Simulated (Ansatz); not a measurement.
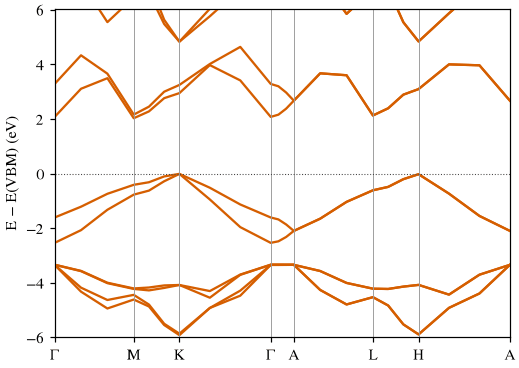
Fig. 1. Band structure from DFT-HSE06 in the program Ansatz with PAW potentials

Q: Read off the gap and where the band edges lie.

A: About 2.0 eV (2.03 eV among the points solved); maximum on the M–K line, 92 % of the way from M, minimum at M.

The material is SnO in space group P6_3mc (No. 186; Sn on 2b, O on 2b).

The cell is a constructed one: a structure type filled with these elements; neither database checked (COD, Materials Project) lists it. It is not the phase usual at ambient conditions (space group No. 129). The cell was relaxed with HSE06 under the symmetry of its start; whether a distortion lowers the energy is not shown. The hybrid was solved on a coarse mesh, the path and, where they were found, the r²SCAN edge points; its band edges are the extreme levels among these. Scalar-relativistic: spin–orbit coupling is off unless named, which matters more the heavier the elements.

Potentials: the later of the program's two PAW sets.
